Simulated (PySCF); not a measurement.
Geometry relaxation of BSiH3ClF (part 3 of 4)

BSiH3ClF; HF/pcseg-0, RHF (PySCF 2.14.0). The geometry: force field.

Geometry of the input (Å):
```
F  -1.2745  -1.7116  0.6733
B  -0.0420  -1.1419  0.2646
Si 0.1295  0.7580  -0.1067
Cl -1.0449  1.3194  -1.6575
H  0.8915  -1.8688  0.1389
H  -0.1787  1.5372  1.1145
H  1.5804  1.0397  -0.4728
```

**Output, continued**
```
--------------- RHF_Scanner gradients ---------------
         x                y                z
0 F     0.0002191284     0.0000505881     0.0005511181
1 B     0.0001792250     0.0007065745    -0.0005014493
2 Si    -0.0008168104    -0.0005466315    -0.0001148143
3 Cl     0.0000677556     0.0001692838    -0.0000335318
4 H     0.0000324451    -0.0002140932    -0.0001452853
5 H     0.0002859008     0.0001449285     0.0000756787
6 H     0.0000323554    -0.0003106503     0.0001682840
----------------------------------------------
cycle 23: E = -873.031185038  dE = -4.62019e-05  norm(grad) = 0.00156621
Step   22 : Displace = 2.656e-02/4.454e-02 (rms/max) Trust = 3.000e-01 (=) Grad = 5.920e-04/9.895e-04 (rms/max) E (change) = -873.0311850377 (-4.620e-05) Quality = 1.478
Hessian Eigenvalues: 4.44647e-04 2.21472e-02 4.99999e-02 ... 2.62883e-01 5.27807e-01 5.67893e-01

Geometry optimization cycle 24
Cartesian coordinates (Angstrom)
 Atom        New coordinates             dX        dY        dZ
   F   0.248220  -1.735146   1.426256    0.028581 -0.014528 -0.013183
   B  -0.129340  -1.230753   0.206924   -0.002089  0.000289  0.002094
  Si   0.155388   0.790363  -0.016616    0.011840  0.000544  0.003002
  Cl  -0.611045   1.306884  -2.040337   -0.001163 -0.008650  0.002753
   H  -0.572527  -1.977559  -0.588967   -0.047552  0.014443  0.012877
   H  -0.603217   1.598028   0.951306    0.002730 -0.005133  0.000936
   H   1.573821   1.180182   0.015733    0.007654  0.013037 -0.008479
converged SCF energy = -873.031212488375
--------------- RHF_Scanner gradients ---------------
         x                y                z
0 F     0.0000896748     0.0000026682     0.0005289111
1 B     0.0001249750     0.0003221224    -0.0006611641
2 Si     0.0001138793    -0.0002084121     0.0007246584
3 Cl    -0.0000336145     0.0001851017    -0.0002870920
4 H    -0.0001120226    -0.0001436569    -0.0000152381
5 H    -0.0000594990    -0.0000319426    -0.0000787544
6 H    -0.0001233929    -0.0001258806    -0.0002113209
----------------------------------------------
cycle 24: E = -873.031212488  dE = -2.74506e-05  norm(grad) = 0.0012898
Step   23 : Displace = 2.138e-02/3.633e-02 (rms/max) Trust = 3.000e-01 (=) Grad = 4.875e-04/7.626e-04 (rms/max) E (change) = -873.0312124884 (-2.745e-05) Quality = 1.119
Hessian Eigenvalues: 3.89874e-04 2.55378e-02 4.91346e-02 ... 2.62653e-01 4.99990e-01 5.66220e-01

Geometry optimization cycle 25
Cartesian coordinates (Angstrom)
 Atom        New coordinates             dX        dY        dZ
   F   0.289210  -1.744831   1.408508    0.040990 -0.009686 -0.017748
   B  -0.133680  -1.230122   0.209009   -0.004340  0.000630  0.002085
  Si   0.157840   0.790440  -0.017425    0.002451  0.000077 -0.000809
  Cl  -0.614646   1.305836  -2.038462   -0.003601 -0.001049  0.001875
   H  -0.615341  -1.968247  -0.572289   -0.042814  0.009313  0.016678
   H  -0.598468   1.598531   0.952328    0.004749  0.000503  0.001022
   H   1.576385   1.180393   0.012631    0.002564  0.000211 -0.003103
converged SCF energy = -873.031217439669
--------------- RHF_Scanner gradients ---------------
         x                y                z
0 F     0.0001249811     0.0000420735     0.0001864333
1 B    -0.0001935998     0.0001178578    -0.0002342114
2 Si     0.0001726578    -0.0000949231     0.0004073207
3 Cl    -0.0000083212     0.0001282137    -0.0001527781
4 H     0.0000211532    -0.0000912496    -0.0000009531
5 H    -0.0000810623    -0.0000612520    -0.0000646545
6 H    -0.0000358087    -0.0000407202    -0.0001411569
----------------------------------------------
cycle 25: E = -873.03121744  dE = -4.95129e-06  norm(grad) = 0.000670148
Step   24 : Displace = 2.050e-02/3.444e-02 (rms/max) Trust = 3.000e-01 (=) Grad = 2.533e-04/4.525e-04 (rms/max) E (change) = -873.0312174397 (-4.951e-06) Quality = 1.135
Hessian Eigenvalues: 5.07959e-04 2.73503e-02 4.89537e-02 ... 2.62947e-01 4.19892e-01 5.67773e-01

Geometry optimization cycle 26
Cartesian coordinates (Angstrom)
 Atom        New coordinates             dX        dY        dZ
   F   0.285785  -1.748368   1.407980   -0.003425 -0.003537 -0.000528
   B  -0.133785  -1.229819   0.209404   -0.000105  0.000304  0.000394
  Si   0.159661   0.791035  -0.016984    0.001821  0.000595  0.000441
  Cl  -0.615029   1.301617  -2.037806   -0.000383 -0.004219  0.000656
   H  -0.616923  -1.964628  -0.574082   -0.001582  0.003618 -0.001793
   H  -0.596363   1.599987   0.952489    0.002105  0.001456  0.000161
   H   1.577954   1.182177   0.013301    0.001569  0.001784  0.000670
converged SCF energy = -873.031219574706
--------------- RHF_Scanner gradients ---------------
         x                y                z
0 F    -0.0000004855     0.0000481328    -0.0000201763
1 B    -0.0000433410    -0.0000320916    -0.0000096052
2 Si     0.0001238748     0.0000358669     0.0001091524
3 Cl    -0.0000017948     0.0000370482    -0.0000206285
4 H    -0.0000016193    -0.0000416658     0.0000182971
5 H    -0.0000649811    -0.0000379011    -0.0000172205
6 H    -0.0000116531    -0.0000093893    -0.0000598189
----------------------------------------------
cycle 26: E = -873.031219575  dE = -2.13504e-06  norm(grad) = 0.000218867
Step   25 : Displace = 3.107e-03/5.122e-03 (rms/max) Trust = 3.000e-01 (=) Grad = 8.272e-05/1.690e-04 (rms/max) E (change) = -873.0312195747 (-2.135e-06) Quality = 1.280
Hessian Eigenvalues: 5.07349e-04 2.91548e-02 4.99981e-02 ... 2.62900e-01 4.06702e-01 5.64976e-01

Geometry optimization cycle 27
Cartesian coordinates (Angstrom)
 Atom        New coordinates             dX        dY        dZ
   F   0.282935  -1.749566   1.408372   -0.002850 -0.001198  0.000393
   B  -0.133869  -1.229590   0.209507   -0.000084  0.000229  0.000103
  Si   0.159675   0.791214  -0.016737    0.000014  0.000179  0.000248
  Cl  -0.614983   1.299807  -2.037765    0.000046 -0.001810  0.000041
   H  -0.615362  -1.963361  -0.575953    0.001561  0.001268 -0.001871
   H  -0.595225   1.601437   0.952573    0.001138  0.001450  0.000084
   H   1.578128   1.182059   0.014303    0.000174 -0.000117  0.001002
converged SCF energy = -873.031219973003
--------------- RHF_Scanner gradients ---------------
         x                y                z
0 F    -0.0000131344     0.0000079717    -0.0000232393
1 B     0.0000034411    -0.0000097746     0.0000238990
2 Si     0.0000191362     0.0000242980    -0.0000532404
3 Cl     0.0000039628    -0.0000019554     0.0000259597
4 H    -0.0000010737    -0.0000093861     0.0000099861
5 H    -0.0000113964    -0.0000117488     0.0000102066
6 H    -0.0000009357     0.0000005952     0.0000064284
----------------------------------------------
cycle 27: E = -873.031219973  dE = -3.98297e-07  norm(grad) = 8.08879e-05
Step   26 : Displace = 1.705e-03/2.456e-03 (rms/max) Trust = 3.000e-01 (=) Grad = 3.057e-05/6.157e-05 (rms/max) E (change) = -873.0312199730 (-3.983e-07) Quality = 1.102
Hessian Eigenvalues: 5.07876e-04 2.89866e-02 4.99974e-02 ... 2.62891e-01 4.15263e-01 5.59714e-01

Geometry optimization cycle 28
Cartesian coordinates (Angstrom)
 Atom        New coordinates             dX        dY        dZ
   F   0.282785  -1.749852   1.408304   -0.000151 -0.000286 -0.000068
   B  -0.133942  -1.229552   0.209529   -0.000073  0.000038  0.000022
  Si   0.159608   0.791213  -0.016558   -0.000068 -0.000001  0.000179
  Cl  -0.614918   1.299515  -2.037772    0.000064 -0.000291 -0.000007
   H  -0.615335  -1.963087  -0.576208    0.000027  0.000273 -0.000255
   H  -0.595010   1.601845   0.952607    0.000216  0.000409  0.000034
   H   1.578113   1.181918   0.014398   -0.000015 -0.000141  0.000095
converged SCF energy = -873.03122000032
--------------- RHF_Scanner gradients ---------------
         x                y                z
0 F    -0.0000049452    -0.0000036035    -0.0000020753
1 B     0.0000029122     0.0000065472     0.0000039946
2 Si     0.0000011038     0.0000044217    -0.0000394740
3 Cl     0.0000028145    -0.0000024389     0.0000142766
4 H    -0.0000004009    -0.0000035659     0.0000056868
5 H    -0.0000002020    -0.0000043648     0.0000088624
6 H    -0.0000012823     0.0000030042     0.0000087289
----------------------------------------------
cycle 28: E = -873.03122  dE = -2.73176e-08  norm(grad) = 4.62106e-05
Step   27 : Displace = 2.765e-04/4.138e-04 (rms/max) Trust = 3.000e-01 (=) Grad = 1.747e-05/3.974e-05 (rms/max) E (change) = -873.0312200003 (-2.732e-08) Quality = 1.409
Hessian Eigenvalues: 5.13362e-04 2.79365e-02 4.86072e-02 ... 2.62904e-01 4.08219e-01 5.79179e-01

Geometry optimization cycle 29
Cartesian coordinates (Angstrom)
 Atom        New coordinates             dX        dY        dZ
   F   0.283479  -1.750199   1.407916    0.000694 -0.000346 -0.000388
   B  -0.134066  -1.229531   0.209577   -0.000124  0.000021  0.000047
  Si   0.159588   0.791212  -0.016382   -0.000020 -0.000001  0.000176
  Cl  -0.614920   1.299357  -2.037729   -0.000002 -0.000158  0.000043
   H  -0.616097  -1.962762  -0.576052   -0.000761  0.000326  0.000156
   H  -0.594832   1.602173   0.952640    0.000178  0.000327  0.000033
   H   1.578148   1.181750   0.014331    0.000035 -0.000168 -0.000067
converged SCF energy = -873.031220010086
--------------- RHF_Scanner gradients ---------------
         x                y                z
0 F     0.0000015035    -0.0000057939     0.0000076762
1 B     0.0000003248     0.0000092570    -0.0000074990
2 Si    -0.0000034486    -0.0000076770    -0.0000112948
3 Cl     0.0000009039    -0.0000000783     0.0000009446
4 H    -0.0000015219     0.0000003424     0.0000024937
5 H     0.0000031119     0.0000002188     0.0000035890
6 H    -0.0000008736     0.0000037311     0.0000040903
----------------------------------------------
cycle 29: E = -873.03122001  dE = -9.76536e-09  norm(grad) = 2.23514e-05
Step   28 : Displace = 4.101e-04/7.162e-04 (rms/max) Trust = 3.000e-01 (=) Grad = 8.448e-06/1.409e-05 (rms/max) E (change) = -873.0312200101 (-9.765e-09) Quality = 1.068
Hessian Eigenvalues: 7.06208e-04 2.49698e-02 3.95326e-02 ... 2.62922e-01 4.04345e-01 5.81982e-01

Geometry optimization cycle 30
Cartesian coordinates (Angstrom)
 Atom        New coordinates             dX        dY        dZ
   F   0.282413  -1.750084   1.408342   -0.001066  0.000114  0.000426
   B  -0.134030  -1.229547   0.209568    0.000037 -0.000016 -0.000008
  Si   0.159525   0.791236  -0.016258   -0.000063  0.000024  0.000124
  Cl  -0.614790   1.299295  -2.037748    0.000130 -0.000062 -0.000019
   H  -0.614995  -1.962899  -0.576602    0.001102 -0.000137 -0.000550
   H  -0.594942   1.602330   0.952592   -0.000110  0.000157 -0.000048
   H   1.578120   1.181669   0.014405   -0.000029 -0.000081  0.000075
converged SCF energy = -873.031220011488
--------------- RHF_Scanner gradients ---------------
         x                y                z
0 F     0.0000027213    -0.0000029223     0.0000055206
1 B    -0.0000026883     0.0000041345    -0.0000035397
2 Si    -0.0000034716    -0.0000061452     0.0000081126
3 Cl    -0.0000003147     0.0000018494    -0.0000051958
4 H     0.0000017698     0.0000007959    -0.0000020053
5 H     0.0000020761     0.0000012466    -0.0000011519
6 H    -0.0000000925     0.0000010412    -0.0000017405
----------------------------------------------
cycle 30: E = -873.031220011  dE = -1.40244e-09  norm(grad) = 1.57645e-05
Step   29 : Displace = 5.346e-04/9.035e-04 (rms/max) Trust = 3.000e-01 (=) Grad = 5.958e-06/1.075e-05 (rms/max) E (change) = -873.0312200115 (-1.402e-09) Quality = 0.383
Hessian Eigenvalues: 1.04894e-03 2.79968e-02 4.18075e-02 ... 2.63014e-01 4.04405e-01 5.63199e-01

Geometry optimization cycle 31
Cartesian coordinates (Angstrom)
 Atom        New coordinates             dX        dY        dZ
   F   0.282859  -1.750113   1.408163    0.000446 -0.000028 -0.000178
   B  -0.134042  -1.229541   0.209569   -0.000012  0.000005  0.000000
  Si   0.159564   0.791235  -0.016312    0.000039 -0.000001 -0.000054
  Cl  -0.614854   1.299324  -2.037729   -0.000063  0.000029  0.000019
   H  -0.615459  -1.962853  -0.576364   -0.000464  0.000047  0.000238
   H  -0.594916   1.602251   0.952605    0.000027 -0.000079  0.000013
   H   1.578147   1.181697   0.014368    0.000027  0.000028 -0.000038
converged SCF energy = -873.031220012256
--------------- RHF_Scanner gradients ---------------
         x                y                z
0 F     0.0000000217    -0.0000007632     0.0000010360
1 B     0.0000005831     0.0000013397    -0.0000009010
2 Si     0.0000000181    -0.0000022395    -0.0000002344
3 Cl     0.0000000289     0.0000003372    -0.0000007335
4 H    -0.0000008191     0.0000002383     0.0000003382
5 H     0.0000004914     0.0000000457     0.0000003431
6 H    -0.0000003242     0.0000010417     0.0000001517
----------------------------------------------
cycle 31: E = -873.031220012  dE = -7.67841e-10  norm(grad) = 3.56968e-06
Step   30 : Displace = 2.250e-04/3.828e-04 (rms/max) Trust = 3.000e-01 (=) Grad = 1.349e-06/2.252e-06 (rms/max) E (change) = -873.0312200123 (-7.678e-10) Quality = 0.558
Hessian Eigenvalues: 1.36500e-03 2.95189e-02 4.06010e-02 ... 2.62945e-01 4.05394e-01 5.53079e-01

Geometry optimization cycle 32
Cartesian coordinates (Angstrom)
 Atom        New coordinates             dX        dY        dZ
   F   0.282720  -1.750075   1.408226   -0.000140  0.000038  0.000062
   B  -0.134032  -1.229544   0.209563    0.000010 -0.000002 -0.000006
  Si   0.159552   0.791240  -0.016308   -0.000012  0.000005  0.000003
  Cl  -0.614844   1.299327  -2.037732    0.000010  0.000004 -0.000003
   H  -0.615297  -1.962890  -0.576430    0.000162 -0.000038 -0.000066
   H  -0.594940   1.602256   0.952597   -0.000024  0.000005 -0.000007
   H   1.578140   1.181686   0.014385   -0.000007 -0.000011  0.000017
converged SCF energy = -873.031220012286
--------------- RHF_Scanner gradients ---------------
         x                y                z
0 F    -0.0000011889     0.0000002545     0.0000006250
1 B     0.0000002967     0.0000000806    -0.0000002516
2 Si    -0.0000007878    -0.0000004580     0.0000000959
3 Cl     0.0000001507     0.0000000838    -0.0000001253
4 H     0.0000013162    -0.0000002631    -0.0000005059
5 H     0.0000002253     0.0000001848     0.0000001123
6 H    -0.0000000122     0.0000001174     0.0000000496
----------------------------------------------
cycle 32: E = -873.031220012  dE = -2.96723e-11  norm(grad) = 2.25458e-06
Step   31 : Displace = 7.443e-05/1.239e-04 (rms/max) Trust = 3.000e-01 (=) Grad = 8.522e-07/1.434e-06 (rms/max) E (change) = -873.0312200123 (-2.967e-11) Quality = 0.205
Hessian Eigenvalues: 7.24591e-03 2.56603e-02 4.10686e-02 ... 2.62947e-01 4.05856e-01 5.45403e-01

Geometry optimization cycle 33
Cartesian coordinates (Angstrom)
 Atom        New coordinates             dX        dY        dZ
   F   0.282801  -1.750093   1.408188    0.000082 -0.000018 -0.000037
   B  -0.134040  -1.229541   0.209566   -0.000008  0.000002  0.000003
  Si   0.159554   0.791242  -0.016307    0.000002  0.000001  0.000001
  Cl  -0.614858   1.299328  -2.037725   -0.000014  0.000001  0.000007
   H  -0.615375  -1.962873  -0.576398   -0.000078  0.000018  0.000032
   H  -0.594927   1.602262   0.952604    0.000013  0.000006  0.000007
   H   1.578145   1.181676   0.014372    0.000005 -0.000010 -0.000013
converged SCF energy = -873.031220012319
--------------- RHF_Scanner gradients ---------------
         x                y                z
0 F     0.0000007709    -0.0000001217    -0.0000007198
1 B    -0.0000009025     0.0000000575     0.0000006111
2 Si     0.0000001413    -0.0000001870    -0.0000002724
3 Cl     0.0000000470    -0.0000000054    -0.0000000875
4 H    -0.0000001120     0.0000001199     0.0000002595
5 H    -0.0000000165     0.0000000266     0.0000002162
6 H     0.0000000717     0.0000001101    -0.0000000072
----------------------------------------------
cycle 33: E = -873.031220012  dE = -3.3765e-11  norm(grad) = 1.61766e-06
Step   32 : Displace = 3.715e-05/6.526e-05 (rms/max) Trust = 3.722e-05 (-) Grad = 6.114e-07/1.091e-06 (rms/max) E (change) = -873.0312200123 (-3.376e-11) Quality = 0.103
Hessian Eigenvalues: 1.56243e-02 2.71508e-02 4.08430e-02 ... 2.63219e-01 4.06816e-01 5.45537e-01

Geometry optimization cycle 34
Cartesian coordinates (Angstrom)
 Atom        New coordinates             dX        dY        dZ
   F   0.282770  -1.750089   1.408202   -0.000031  0.000005  0.000013
   B  -0.134036  -1.229542   0.209564    0.000004 -0.000001 -0.000002
  Si   0.159558   0.791241  -0.016308    0.000004 -0.000000 -0.000000
  Cl  -0.614854   1.299325  -2.037726    0.000005 -0.000003 -0.000001
   H  -0.615355  -1.962875  -0.576408    0.000020 -0.000003 -0.000010
   H  -0.594930   1.602258   0.952600   -0.000003 -0.000004 -0.000003
   H   1.578147   1.181682   0.014376    0.000002  0.000006  0.000003
converged SCF energy = -873.031220012332
--------------- RHF_Scanner gradients ---------------
         x                y                z
0 F    -0.0000002994     0.0000000040     0.0000001329
1 B     0.0000002875     0.0000000096    -0.0000001529
2 Si     0.0000000603    -0.0000000916    -0.0000000153
3 Cl     0.0000000106    -0.0000000158    -0.0000000358
4 H    -0.0000000198     0.0000000036     0.0000000259
5 H    -0.0000000078    -0.0000000267     0.0000000420
6 H    -0.0000000314     0.0000001169     0.0000000032
----------------------------------------------
cycle 34: E = -873.031220012  dE = -1.25056e-11  norm(grad) = 4.95644e-07
```

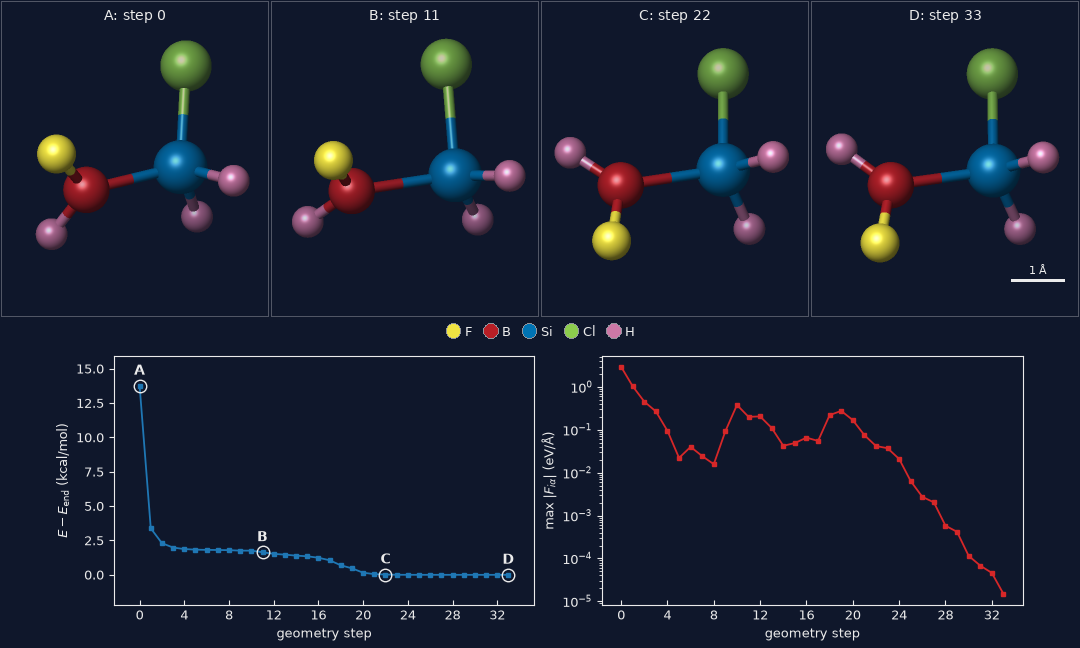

Fig. 1: Frames of the relaxation (ball-and-stick view, seen at a tilt) above the curves, on which the letters mark them (steps are counted from 0).

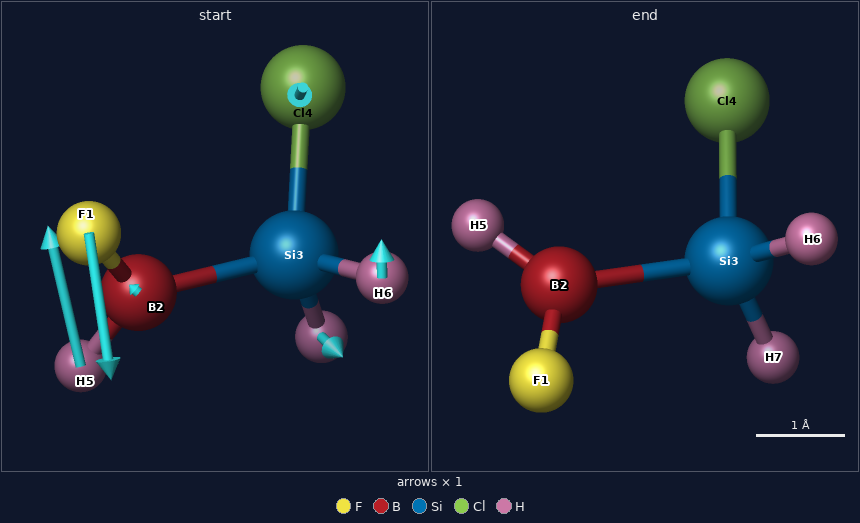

Fig. 2: Before (left) and after (right) the relaxation, at one scale (ball-and-stick view, seen at a tilt). The teal arrows give the displacements, at true length. The largest move after the best rigid fit is that of F1, 1.72 Å. Largest moves by element: F 1.72 Å, H 1.67 Å, Cl 0.57 Å, B 0.14 Å, Si 0.10 Å. Among the contacts that change: Si3–Cl4 2.025 → 2.224 Å, B2–Si3 1.943 → 2.054 Å, Si3–H7 1.523 → 1.472 Å, F1–B2 1.418 → 1.372 Å. Among the angles that change: F1–B2–Si3 121.6° → 115.2°, Si3–B2–H5 120.5° → 126.7°, B2–Si3–Cl4 111.5° → 106.0°. After 33 geometry steps the energy has fallen by 13.8 kcal/mol. The largest force component goes from 3 to under 0.0001 eV/Å. (Atoms are counted from 1 in the order of the input.)
